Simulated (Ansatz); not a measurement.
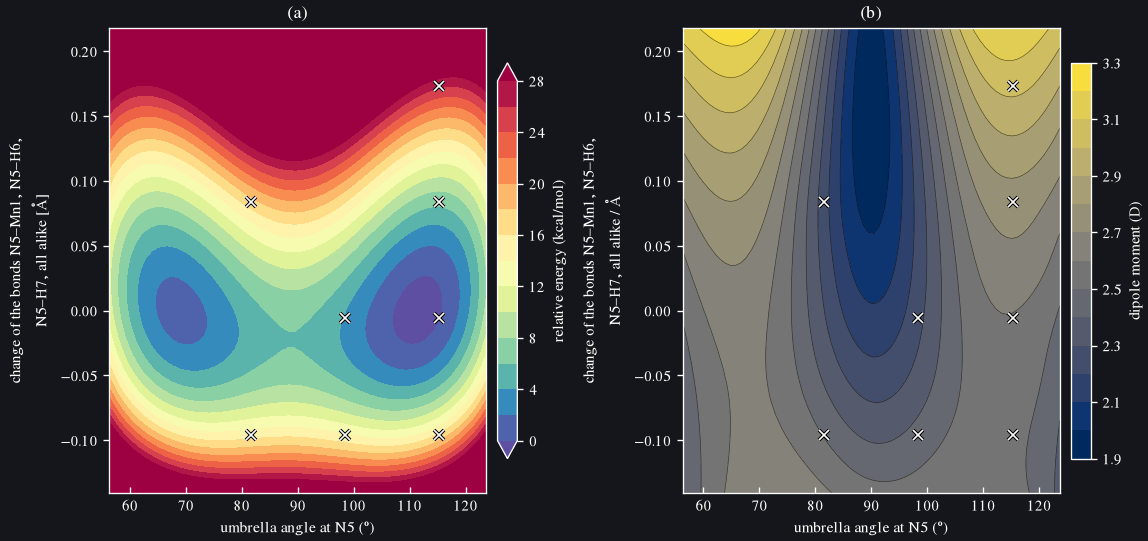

MnO3(NH2). First axis: umbrella angle at N5 (between each of its bonds and their common axis; 90 is planar). Second axis: change of the bonds N5–Mn1, N5–H6, N5–H7, all alike. Nothing is relaxed (all other coordinates rigid). Grid: 9 × 9 points. At 8 points there is no value. Points are written as (first, second). All energies are given in kcal/mol relative to the lowest grid point. Method: RHF/def2-TZVP in Ansatz.

Panel (a) is the energy; panel (b) is the computed dipole moment, in D.

The picture shows filled contours, crosses at grid points without a value, one colour for all values above the top of the scale. Between grid points the surface is interpolated.

### How does the dipole moment vary over the map, and what is it at the lowest grid point?

Leaving out the highest fifth of the energies, it runs from 1.93 D at (90.0°, 0.128 Å) to 3.07 D at (64.7°, 0.173 Å). At the lowest grid point, (106.9°, −0.006 Å), it is 2.52 D.
